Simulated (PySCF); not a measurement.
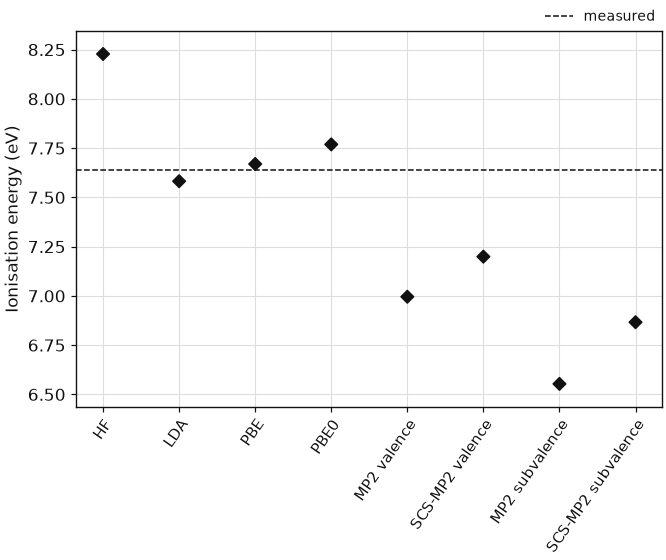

The ionisation energy of neutral nickel ([Ar] 3d⁸ 4s² → [Ar] 3d⁹) across levels of theory. PySCF, x2c-QZVPPall plus 1 diffuse shell for each l, spin-free X2C-1e, unrestricted single determinants, no spin-orbit coupling. Methods marked “valence” freeze 18 core electrons; methods marked “subvalence” freeze 10 core electrons.

Which methods come out highest, lowest and best?

Answer. The values run from 6.55 eV (MP2 subvalence) to 8.23 eV (HF). The measured value is 7.64 eV; nearest to it come PBE (+0.03) and LDA (−0.06), furthest MP2 subvalence (−1.09 eV). These values lack spin-orbit coupling; with the first-order correction of +0.052 eV added, LDA comes nearest (−0.01).

| Method | Ionisation energy (eV) |
| --- | --- |
| HF | 8.23 |
| LDA | 7.58 |
| PBE | 7.67 |
| PBE0 | 7.77 |
| MP2 valence | 7.00 |
| SCS-MP2 valence | 7.20 |
| MP2 subvalence | 6.55 |
| SCS-MP2 subvalence | 6.87 |
